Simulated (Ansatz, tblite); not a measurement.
**(Cl)3Ti-S-SiH3 (Cl₃H₃SSiTi): charged states by level of theory**

Aim: the energy of removing an electron for (Cl)3Ti-S-SiH3 (Cl₃H₃SSiTi), by energy differences, and how well orbital energies stand in for it.

The runs use Ansatz 0.2.0, Gaussian basis; as each input shows.

Levels to be run: charge +1 doublet, at the geometry of the singlet (PBE0-D4/def2-TZVP, PBE-D4/def2-TZVP, CAM-B3LYP-D4/def2-TZVP, CCSD(T)/def2-SVP); charge +1 doublet, relaxed (PBE0-D4/def2-TZVP, PBE-D4/def2-TZVP); the starting singlet's energies come from earlier runs.

2 further runs of the same task are left out: 2 set aside as unsound or not needed.

### Step 1. The relaxed structure

The geometry is that of the singlet, from an earlier relaxation (PBE-D4/def2-SVP).

9 atoms, charge 0, spin multiplicity 1.

Atoms are counted from 1 here; the program's logs count them from 0.

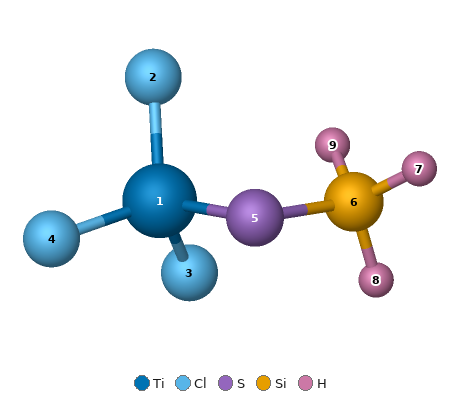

The structure; colours as in the key; atoms are numbered from 1 in the order of the file.

Formally the metal is d0. No spin-orbit coupling is included.

### Step 2. Charge +1 doublet at the fixed geometry, PBE0-D4/def2-TZVP

File in.yaml:

```yaml
crystal:
  periodic: [false, false, false]
  atoms:
    - {symbol: Ti, position_ang: [-0.100145, 1.532376, -0.501380]}
    - {symbol: Cl, position_ang: [1.987689, 1.562029, -1.146994]}
    - {symbol: Cl, position_ang: [-1.314340, 0.445089, -1.962007]}
    - {symbol: Cl, position_ang: [-0.842795, 3.543869, -0.151025]}
    - {symbol: S, position_ang: [-0.278225, 0.455946, 1.469307]}
    - {symbol: Si, position_ang: [0.073674, -1.552481, 0.684877]}
    - {symbol: H, position_ang: [0.708349, -2.324230, 1.805304]}
    - {symbol: H, position_ang: [-1.239387, -2.161751, 0.292328]}
    - {symbol: H, position_ang: [1.005189, -1.500848, -0.490400]}
basis:
  gaussian: {orbitals: def2-TZVP}
total_charge: 1
magnetization: {spin_polarized: true, initial_magnetization: 1}
hamiltonian: {xc: pbe0, dispersion: d4}
scf: {omitted_lower_state_checks: [starts]}
output: {orbitals: {seedname: orbitals}}
```

Command:

```
$ ansatz run in.yaml --threads 4 --pin off --events-out ev --progress --plain --max-ram 4787MiB
```

The log of the run:

```text
Functional definition: PBE0
  name "PBE0"
  cite "Adamo & Barone, J. Chem. Phys. 110, 6158 (1999) doi:10.1063/1.478522"
  cite "Perdew, Burke & Ernzerhof, Phys. Rev. Lett. 77, 3865 (1996) doi:10.1103/PhysRevLett.77.3865"
  parent pbe
  parameter a = 0.25
  parameter kappa = 0.804
  parameter beta = 0.06672455060314922
  exchange = (1 - a)*pbe_x(kappa = kappa, mu = beta*pi^2/3) + a*exact_x
  correlation = pbe_c(beta = beta)
these checks for a lower state are left out or cut short: starts
1941 factors; their error is unknown
mean field evaluation 1: about -79416.4142 eV, gradient 2.3e1 eV
mean field evaluation 2: about -79412.5826 eV, gradient 3.5e1 eV
mean field evaluation 4: about -79418.9272 eV, gradient 4.6e0 eV
mean field evaluation 8: about -79419.0763 eV, gradient 2.0e-1 eV
mean field evaluation 16: about -79419.3650 eV, gradient 3.1e-3 eV
mean field evaluation 32: about -79419.3650 eV, gradient 4.2e-5 eV
mean field -79419.36498997 eV, -2918.6078310022 hartree, gradient 4.2e-5 eV, S^2 0.759842; 0 other end points of the search recorded, 0 dependent functions left out
reference -79419.36503280 eV, -2918.6078325764 hartree; 53, 52 occupied and 195, 196 virtual orbitals, 1941 factors
Total energy: -79419.71412432 eV, -2918.6206614530 hartree
Checks for a lower state left out: starts
```

Wall time 25 s (4 threads of Arm Neoverse V2, shared host); peak memory 1.4 GiB.

HOMO -13.79 eV, LUMO -11.51 eV (over both spins); ⟨S²⟩ 0.760 (pure: 0.75).

### Step 3. Charge +1 doublet at the fixed geometry, PBE-D4/def2-TZVP

start.molden holds the orbitals of an earlier run on this state, given as this run's starting guess.

Edit in.yaml of step 2 so:

```diff
@@ -13,6 +13,6 @@
 basis:
-  gaussian: {orbitals: def2-TZVP}
+  gaussian: {orbitals: def2-TZVP, initial_orbitals: start.molden}
 total_charge: 1
 magnetization: {spin_polarized: true, initial_magnetization: 1}
-hamiltonian: {xc: pbe0, dispersion: d4}
+hamiltonian: {xc: pbe, dispersion: d4}
 scf: {omitted_lower_state_checks: [starts]}
```

Same command.

The log of the run:

```text
Functional definition: PBE
  name "PBE"
  cite "Perdew, Burke & Ernzerhof, Phys. Rev. Lett. 77, 3865 (1996) doi:10.1103/PhysRevLett.77.3865"
  parent pbe
  parameter kappa = 0.804
  parameter beta = 0.06672455060314922
  exchange = pbe_x(kappa = kappa, mu = beta*pi^2/3)
  correlation = pbe_c(beta = beta)
these checks for a lower state are left out or cut short: starts
1826 factors; their error is unknown
mean field evaluation 1: about -79414.7521 eV, gradient 1.3e1 eV
mean field evaluation 2: about -79415.0429 eV, gradient 4.5e-1 eV
mean field evaluation 4: about -79415.0394 eV, gradient 9.7e-2 eV
mean field evaluation 8: about -79415.0395 eV, gradient 2.2e-5 eV
mean field -79415.03945749 eV, -2918.4488706155 hartree, gradient 2.2e-5 eV, S^2 0.755280; 0 other end points of the search recorded, 0 dependent functions left out
reference -79415.03951371 eV, -2918.4488726817 hartree; 53, 52 occupied and 195, 196 virtual orbitals, 1826 factors
Total energy: -79415.43754313 eV, -2918.4634999931 hartree
Checks for a lower state left out: starts
```

Wall time 7.5 s (4 threads of Arm Neoverse V2, shared host).

HOMO -12.52 eV, LUMO -12.11 eV (over both spins); ⟨S²⟩ 0.755 (pure: 0.75).

### Step 4. Charge +1 doublet at the fixed geometry, CAM-B3LYP-D4/def2-TZVP

Edit in.yaml of step 3 so:

```diff
@@ -16,3 +16,3 @@
 magnetization: {spin_polarized: true, initial_magnetization: 1}
-hamiltonian: {xc: pbe, dispersion: d4}
+hamiltonian: {xc: {name: CAM-B3LYP}, dispersion: d4}
 scf: {omitted_lower_state_checks: [starts]}
```

Launched as before.

The log of the run (excerpt; [...] marks lines left out):

```text
Functional definition: CAM-B3LYP
  name "CAM-B3LYP"
  cite "Yanai, Tew & Handy, Chem. Phys. Lett. 393, 51 (2004) doi:10.1016/j.cplett.2004.06.011"
  cite "Iikura, Tsuneda, Yanai & Hirao, J. Chem. Phys. 115, 3540 (2001) doi:10.1063/1.1383587"
  cite "Becke, Phys. Rev. A 38, 3098 (1988) doi:10.1103/PhysRevA.38.3098"
  cite "Lee, Yang & Parr, Phys. Rev. B 37, 785 (1988) doi:10.1103/PhysRevB.37.785"
  cite "Vosko, Wilk & Nusair, Can. J. Phys. 58, 1200 (1980) doi:10.1139/p80-159"
[...]
  # Exact exchange under (alpha + beta erf(omega r))/r, Becke's under what is left of 1/r.
[...]
1916 factors; their error is unknown
401 factors; integrals over basis functions are off by at most 1.6e-5 eV
the host lacks memory for fits, so the integrals are decomposed
1634 factors; integrals over basis functions are off by at most 8.7e-4 eV
401 factors; integrals over basis functions are off by at most 1.6e-5 eV
[...]
mean field -79446.34387000 eV, -2919.5992865566 hartree, gradient 2.5e-5 eV, S^2 0.758979; 0 other end points of the search recorded, 0 dependent functions left out
reference -79446.34403861 eV, -2919.5992927527 hartree; 53, 52 occupied and 195, 196 virtual orbitals, 1634 factors
Total energy: -79446.71454147 eV, -2919.6129084817 hartree
Checks for a lower state left out: starts
```

It took 16 s on 4 threads of Arm Neoverse V2, shared host; peak memory 1.3 GiB.

HOMO -15.07 eV, LUMO -10.51 eV (over both spins); ⟨S²⟩ 0.759 (pure: 0.75).

### Step 5. Charge +1 doublet at the fixed geometry, CCSD(T)/def2-SVP

Edit in.yaml of step 4 so:

```diff
@@ -13,7 +13,7 @@
 basis:
-  gaussian: {orbitals: def2-TZVP, initial_orbitals: start.molden}
+  gaussian: {orbitals: def2-SVP, initial_orbitals: start.molden}
 total_charge: 1
 magnetization: {spin_polarized: true, initial_magnetization: 1}
-hamiltonian: {xc: {name: CAM-B3LYP}, dispersion: d4}
-scf: {omitted_lower_state_checks: [starts]}
+correlation: {method: ccsd_t}
+scf: {omitted_lower_state_checks: [starts, cluster_reference]}
 output: {orbitals: {seedname: orbitals}}
```

Launched as before.

The log of the run (excerpt; [...] marks lines left out):

```text
Functional definition: HF
  name "HF"
  cite "Fock, Z. Phys. 61, 126 (1930) doi:10.1007/BF01340294"
  parent pbe
[...]
1306 factors; integrals over basis functions are off by at most 1.2e-3 eV
[...]
mean field -79300.52299627 eV, -2914.2404682879 hartree, gradient 2.4e-6 eV, S^2 0.762183; 0 other end points of the search recorded, 0 dependent functions left out
30 core orbitals not correlated: weight in the atoms' cores, before any rotation towards them, 1.000 or more for the frozen orbitals, at most 0.000 for the correlated occupied ones
reference -79300.52299627 eV, -2914.2404682879 hartree; 23, 22 occupied and 83, 84 virtual orbitals, 1306 factors
second order -25.77251534 eV of doubles, -0.00000000 eV of singles
cycle   1  -25.01569181 eV  change    7.6e-1 eV  update   3.5e-1
[...]
cycle  17  -26.86568996 eV  change   -8.8e-6 eV  update   5.3e-5
perturbative correction -1.57716383 eV, -0.0579597016 hartree
Total energy: -79328.96585006 eV, -2915.2857238855 hartree
Checks for a lower state left out: starts, cluster_reference
```

Run time: 68 s. Hardware: 4 threads of Arm Neoverse V2, shared host; peak memory 1.8 GiB.

Hartree-Fock HOMO -16.98 eV, LUMO -7.93 eV (over both spins); ⟨S²⟩ 0.762 (pure: 0.75); T1 0.028.

### Step 6. Vertical ionisation energy

Charged state less starting state, singlet to doublet; the starting state's energies are those of its earlier runs.

Differences are taken before rounding.

| method | vertical ionisation energy (eV) | from CCSD(T)/def2-SVP (eV) | time |
| --- | --- | --- | --- |
| HF/def2-SVP | 9.35 | -0.29 |  |
| PBE-D4/def2-TZVP | 9.63 | -0.01 | 11 s |
| PBE0-D4/def2-TZVP | 9.89 | +0.26 | 32 s |
| CAM-B3LYP-D4/def2-TZVP | 9.99 | +0.35 | 26 s |
| MP2/def2-SVP | 9.83 | +0.19 |  |
| CCSD/def2-SVP | 9.74 | +0.10 |  |
| CCSD(T)/def2-SVP | 9.64 | 0 | 85 s |

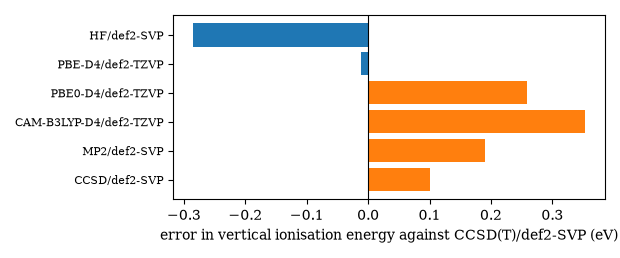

Error of each method against CCSD(T)/def2-SVP.

Times add the two runs; a level without a time comes out of a correlated run.

Beside −ε(HOMO) of the starting state:

| level | −ε(HOMO) (eV) | by difference (eV) | mismatch (eV) |
| --- | --- | --- | --- |
| PBE-D4/def2-TZVP | 7.04 | 9.63 | -2.59 |
| PBE0-D4/def2-TZVP | 8.22 | 9.89 | -1.68 |
| CAM-B3LYP-D4/def2-TZVP | 9.46 | 9.99 | -0.53 |

### Step 7. Relaxing the charge +1 doublet

Edit in.yaml of step 5 so:

```diff
@@ -13,7 +13,8 @@
 basis:
-  gaussian: {orbitals: def2-SVP, initial_orbitals: start.molden}
+  gaussian: {orbitals: def2-SVP}
 total_charge: 1
 magnetization: {spin_polarized: true, initial_magnetization: 1}
-correlation: {method: ccsd_t}
-scf: {omitted_lower_state_checks: [starts, cluster_reference]}
+hamiltonian: {xc: pbe, dispersion: d4}
+scf: {lower_state_search: "off"}
 output: {orbitals: {seedname: orbitals}}
+relax: {f_tol: 0.02, max_steps: 100}
```

Launched as before.

The log of the run (excerpt; [...] marks lines left out):

```text
Functional definition: PBE
  name "PBE"
  cite "Perdew, Burke & Ernzerhof, Phys. Rev. Lett. 77, 3865 (1996) doi:10.1103/PhysRevLett.77.3865"
  parent pbe
[...]
1540 factors; their error is unknown
[...]
mean field -79392.37271548 eV, -2917.6158832107 hartree, gradient 1.3e-6 eV, S^2 0.754804; 0 other end points of the search recorded, 0 dependent functions left out
[...]
reference -79392.37281211 eV, -2917.6158867621 hartree; 53, 52 occupied and 83, 84 virtual orbitals, 1540 factors
relax step   1: F+E_penalty+E_count = -79392.77074489 eV  Δ(F+E_penalty+E_count) = +0.000e0 eV  max|allowed force component| = 1.845e0 eV/Å  Δτ_max = 0.0000 Å  (43 SCF iters, accepted)
[...]
relax step   5: F+E_penalty+E_count = -79393.04039692 eV  Δ(F+E_penalty+E_count) = -1.282e-3 eV  max|allowed force component| = 4.336e-2 eV/Å  Δτ_max = 0.0417 Å  (22 SCF iters, accepted)
[...]
Atom 0 at    -0.106177     1.681347    -0.660767 Å, force    -0.001159    -0.001188     0.004555 eV/Å
Atom 1 at     2.037593     1.795777    -0.899816 Å, force    -0.003560     0.000060     0.001089 eV/Å
Atom 2 at    -1.143940     0.485113    -2.114752 Å, force     0.002662    -0.001573     0.003176 eV/Å
Atom 3 at    -1.075386     3.516633    -0.158244 Å, force     0.002127    -0.001939    -0.000122 eV/Å
Atom 4 at     0.000011     0.411878     1.369907 Å, force     0.001763     0.004854    -0.006381 eV/Å
Atom 5 at     0.094908    -1.714077     0.692920 Å, force     0.012148     0.014154    -0.001877 eV/Å
Atom 6 at     0.779628    -2.429464     1.809857 Å, force    -0.001298    -0.005148     0.004694 eV/Å
Atom 7 at    -1.379065    -2.004644     0.590170 Å, force    -0.009800    -0.006446    -0.002241 eV/Å
Atom 8 at     0.792437    -1.742565    -0.629265 Å, force    -0.002881    -0.002774    -0.002892 eV/Å
Dipole moment:     0.040896    -0.817619     0.354707 e Å
Checks for a lower state left out: stability, starts, cluster_reference, orbital_swaps, neighbouring_geometries, increment
```

It took 43 s on 4 threads of Arm Neoverse V2, shared host.

The steps of the relaxation:

| step | energy from step 1 (eV) | largest force component (eV/Å) |
| --- | --- | --- |
| 1 | 0.0000 | 1.8449 |
| 2 | -0.2263 | 0.6691 |
| 3 | -0.2652 | 0.0938 |
| 4 | -0.2684 | 0.0364 |
| 5 | -0.2697 | 0.0434 |
| 6 | -0.2724 | 0.0370 |
| 7 | -0.2740 | 0.0584 |
| 8 | -0.2750 | 0.0611 |
| 9 | -0.2759 | 0.0441 |
| 10 | -0.2764 | 0.0141 |
| 11 | -0.2768 | 0.0297 |
| 12 | -0.2774 | 0.0346 |
| 13 | -0.2781 | 0.0505 |
| 14 | -0.2785 | 0.0387 |
| 15 | -0.2789 | 0.0445 |
| 16 | -0.2791 | 0.0425 |
| 17 | -0.2793 | 0.0227 |
| 18 | -0.2793 | 0.0142 |

The force was under the threshold of 0.02 eV/Å already at step 10, but the program went on to step 18.

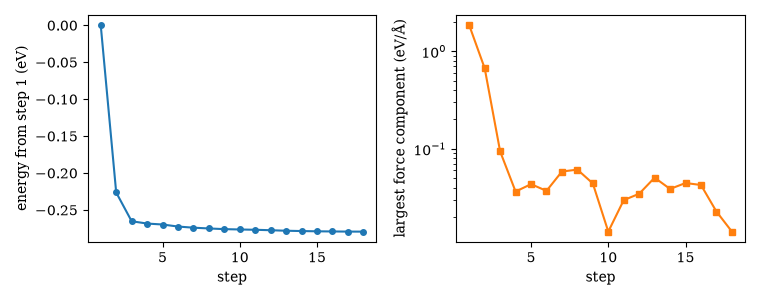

Energy and largest force along the relaxation.

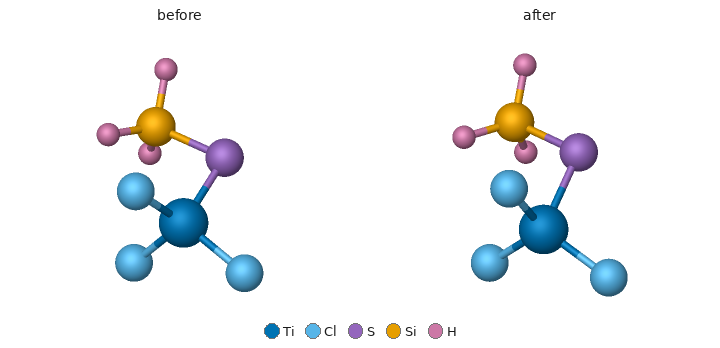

Before and after, at one scale.

Close pairs (by a distance rule), those that changed most:

| bond | before (Å) | after (Å) | change (Å) |
| --- | --- | --- | --- |
| Ti1–S5 | 2.253 | 2.397 | +0.145 |
| S5–Si6 | 2.185 | 2.233 | +0.048 |
| Ti1–Cl3 | 2.189 | 2.150 | -0.039 |
| Ti1–Cl4 | 2.173 | 2.135 | -0.037 |
| Ti1–Cl2 | 2.186 | 2.160 | -0.025 |
| Si6–H7 | 1.501 | 1.493 | -0.009 |
| Si6–H8 | 1.500 | 1.506 | +0.006 |
| Si6–H9 | 1.501 | 1.495 | -0.005 |

### Step 8. Charge +1 doublet, PBE0-D4/def2-TZVP

File in.yaml:

```yaml
crystal:
  periodic: [false, false, false]
  atoms:
    - {symbol: Ti, position_ang: [-0.106177, 1.681347, -0.660767]}
    - {symbol: Cl, position_ang: [2.037593, 1.795777, -0.899816]}
    - {symbol: Cl, position_ang: [-1.143940, 0.485113, -2.114752]}
    - {symbol: Cl, position_ang: [-1.075386, 3.516633, -0.158244]}
    - {symbol: S, position_ang: [0.000011, 0.411878, 1.369907]}
    - {symbol: Si, position_ang: [0.094908, -1.714077, 0.692920]}
    - {symbol: H, position_ang: [0.779628, -2.429464, 1.809857]}
    - {symbol: H, position_ang: [-1.379065, -2.004644, 0.590170]}
    - {symbol: H, position_ang: [0.792437, -1.742565, -0.629265]}
basis:
  gaussian: {orbitals: def2-TZVP, initial_orbitals: start.molden}
total_charge: 1
magnetization: {spin_polarized: true, initial_magnetization: 1}
hamiltonian: {xc: pbe0, dispersion: d4}
scf: {omitted_lower_state_checks: [starts]}
output: {orbitals: {seedname: orbitals}}
```

Launched as before.

The log of the run:

```text
Functional definition: PBE0
  name "PBE0"
  cite "Adamo & Barone, J. Chem. Phys. 110, 6158 (1999) doi:10.1063/1.478522"
  cite "Perdew, Burke & Ernzerhof, Phys. Rev. Lett. 77, 3865 (1996) doi:10.1103/PhysRevLett.77.3865"
  parent pbe
  parameter a = 0.25
  parameter kappa = 0.804
  parameter beta = 0.06672455060314922
  exchange = (1 - a)*pbe_x(kappa = kappa, mu = beta*pi^2/3) + a*exact_x
  correlation = pbe_c(beta = beta)
these checks for a lower state are left out or cut short: starts
1941 factors; their error is unknown
mean field evaluation 1: about -79415.0183 eV, gradient 1.4e2 eV
mean field evaluation 2: about -79419.1548 eV, gradient 5.9e0 eV
mean field evaluation 4: about -79419.4484 eV, gradient 1.6e-2 eV
mean field evaluation 8: about -79419.7362 eV, gradient 2.1e-5 eV
mean field -79419.73619562 eV, -2918.6214725582 hartree, gradient 2.1e-5 eV, S^2 0.758634; 0 other end points of the search recorded, 0 dependent functions left out
reference -79419.73623884 eV, -2918.6214741467 hartree; 53, 52 occupied and 195, 196 virtual orbitals, 1941 factors
Total energy: -79420.07615455 eV, -2918.6339658187 hartree
Checks for a lower state left out: starts
```

It took 19 s on 4 threads of Arm Neoverse V2, shared host; peak memory 1.3 GiB.

From the report: HOMO -13.88 eV, LUMO -10.67 eV (over both spins); ⟨S²⟩ 0.759 (pure: 0.75).

### Step 9. Charge +1 doublet, PBE-D4/def2-TZVP

Edit in.yaml of step 8 so:

```diff
@@ -16,3 +16,3 @@
 magnetization: {spin_polarized: true, initial_magnetization: 1}
-hamiltonian: {xc: pbe0, dispersion: d4}
+hamiltonian: {xc: pbe, dispersion: d4}
 scf: {omitted_lower_state_checks: [starts]}
```

Same command.

The log of the run:

```text
Functional definition: PBE
  name "PBE"
  cite "Perdew, Burke & Ernzerhof, Phys. Rev. Lett. 77, 3865 (1996) doi:10.1103/PhysRevLett.77.3865"
  parent pbe
  parameter kappa = 0.804
  parameter beta = 0.06672455060314922
  exchange = pbe_x(kappa = kappa, mu = beta*pi^2/3)
  correlation = pbe_c(beta = beta)
these checks for a lower state are left out or cut short: starts
1826 factors; their error is unknown
mean field evaluation 1: about -79415.0420 eV, gradient 1.3e1 eV
mean field evaluation 2: about -79415.3164 eV, gradient 4.0e-1 eV
mean field evaluation 4: about -79415.3067 eV, gradient 5.0e-2 eV
mean field evaluation 8: about -79415.3067 eV, gradient 1.7e-5 eV
mean field -79415.30667266 eV, -2918.4586905919 hartree, gradient 1.7e-5 eV, S^2 0.755179; 0 other end points of the search recorded, 0 dependent functions left out
reference -79415.30672947 eV, -2918.4586926796 hartree; 53, 52 occupied and 195, 196 virtual orbitals, 1826 factors
Total energy: -79415.69334747 eV, -2918.4729006293 hartree
Checks for a lower state left out: starts
```

Wall time 7 s (4 threads of Arm Neoverse V2, shared host).

Report: HOMO -12.55 eV, LUMO -11.49 eV (over both spins); ⟨S²⟩ 0.755 (pure: 0.75).

### Step 10. Adiabatic ionisation energy

Charged state less starting state, singlet to doublet; the starting state's energies are those of its earlier runs.

| level | adiabatic ionisation energy (eV) | time |
| --- | --- | --- |
| PBE-D4/def2-TZVP | +9.37 | 10 s |
| PBE0-D4/def2-TZVP | +9.53 | 26 s |

Times add the two runs; a level without a time comes out of a correlated run.

### Step 11. What came out

| quantity | value |
| --- | --- |
| vertical ionisation energy, functionals in def2-TZVP | 9.63 (PBE-D4) to 9.99 eV (CAM-B3LYP-D4) |
| vertical ionisation energy, CCSD(T)/def2-SVP | 9.64 eV |
| adiabatic ionisation energy, functionals in def2-TZVP | 9.37 (PBE-D4) to 9.53 eV (PBE0-D4) |
| relaxation of the cation side, PBE-D4/def2-TZVP | 0.26 eV |

The vertical ionisation energy spans 9.63 to 9.99 eV over the functionals, beside 9.64 eV from CCSD(T)/def2-SVP. −ε(HOMO) misses the level's own difference by -0.53 eV at best (CAM-B3LYP-D4) and -2.59 eV at worst (PBE-D4). The yardstick is in a double-zeta basis, so levels in larger sets aren't compared like for like. The reference is CCSD(T) in one finite basis, so it carries an error of its own, often a tenth of an eV or more, and near misses can't be ranked. The adiabatic ionisation energy spans 9.37 to 9.53 eV over the functionals. Relaxing the oxidised state gains 0.26 eV at PBE-D4/def2-TZVP. The charged states' spins were chosen beforehand and needn't be their lowest.
